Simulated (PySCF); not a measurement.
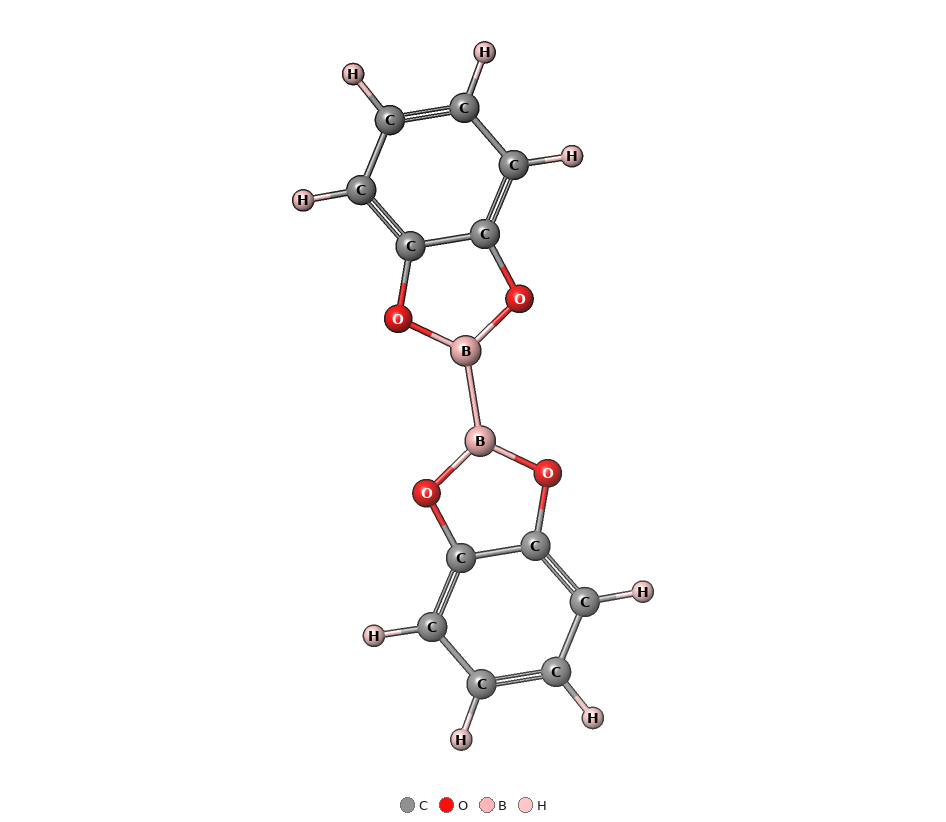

All atoms lie in one plane, which faces the viewer. Computed geometry: PBE0-D3(BJ)/def2-SVP optimisation. No frequency run is at hand to confirm it as a minimum.

### List the symmetry elements and name the point group.

It has 3 C2 axes, 3 mirror planes and a centre of inversion, so the point group is D2h. The group has 8 operations. The geometry is achiral, and symmetry forbids a dipole moment.
